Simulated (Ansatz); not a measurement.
```yaml
crystal:
  lattice:
    - [6.58438, 0.00000, 0.00000]
    - [-3.29219, 5.70224, 0.00000]
    - [0.00000, 0.00000, 2.87870]
  atoms:
    - { symbol: Ta, position: [0.33333, 0.66667, 0.50000] }
    - { symbol: Ta, position: [0.66667, 0.33333, 0.50000] }
    - { symbol: Si, position: [0.00000, 0.00000, 0.00000] }
    - { symbol: O, position: [0.50000, 0.00000, 0.50000] }
    - { symbol: O, position: [0.00000, 0.50000, 0.50000] }
    - { symbol: O, position: [0.50000, 0.50000, 0.50000] }
```

Space group P6/mmm; a structure generated by program, which may or may not match a known phase.

These are results of DFT PBE, scalar-relativistic, plane waves, PAW (Ansatz 0.2.0), not measurements.

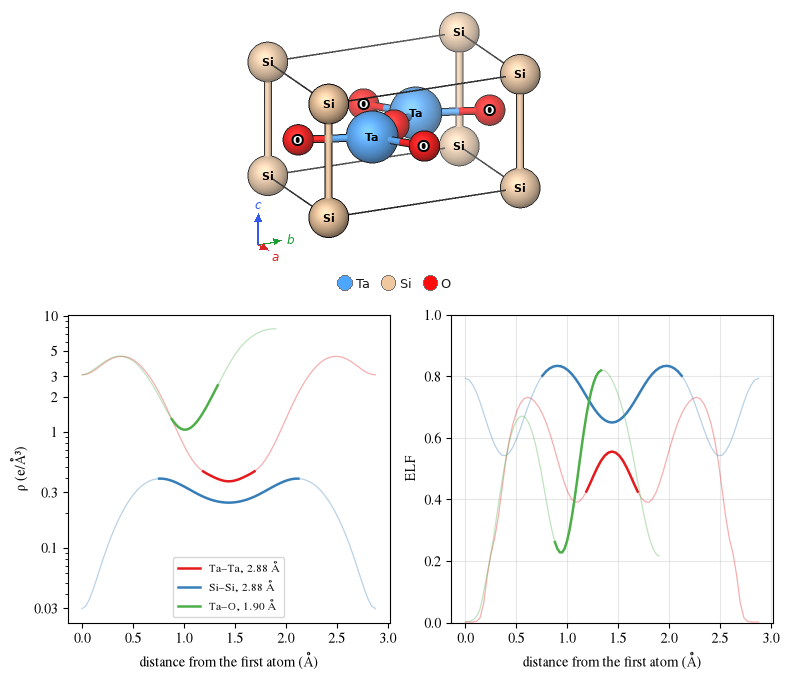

Ta2SiO3. Valence charge density (pseudo) and ELF along straight lines between neighbouring atoms. Thin, pale parts lie inside the atomic spheres. The structure is drawn too.

Core electrons are frozen (PAW), and the valence fields are smoothed inside the atomic spheres.

What can be read from the curves?

Ta–Ta (2.88 Å): ρ is about 0.37 e/Å³ halfway; the ELF reaches about 0.55 near the midpoint.
Si–Si (2.88 Å): ρ is about 0.24 e/Å³ halfway; the ELF peaks at about 0.85 in the valence shell of Si, 0.9 Å from its nucleus, and is about 0.65 at the midpoint.
Ta–O (1.90 Å): the density is about 1.1 e/Å³ at the midpoint; the ELF peaks at about 0.80 in the valence shell of O, 0.5 Å from its nucleus, and drops to about 0.25 between the two atoms: no shared electron pair shows on this line.
